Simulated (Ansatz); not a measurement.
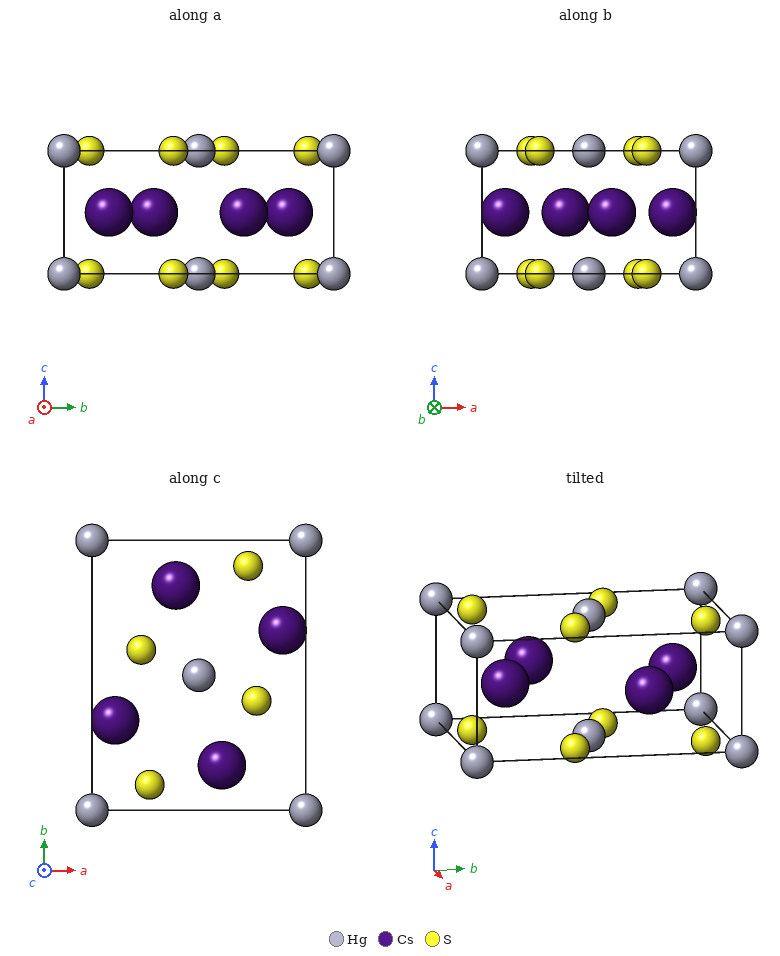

The crystal in a spheres-only representation, seen along the a axis, along the b axis, along the c axis and slightly off an axis. The edges of the conventional unit cell are marked.

Lattice parameters: a = 8.089 Å, b = 10.209 Å, c = 4.656 Å, α = 90.00°, β = 90.00°, γ = 90.00°.

**Express the structure as a table of Wyckoff sites, with free fractional coordinates to two decimals.**

Space group Pbam (No. 55).
```
atom  site     x     y     z
  Hg    2a  0.50  0.50  0.00
  Cs    4h  0.39  0.83  0.50
   S    4g  0.23  0.59  0.00
```

Provenance: a generated cell, made by putting these elements into a known structure type (the compound may or may not exist in this form); not relaxed. It was the input of a calculation with Ansatz.
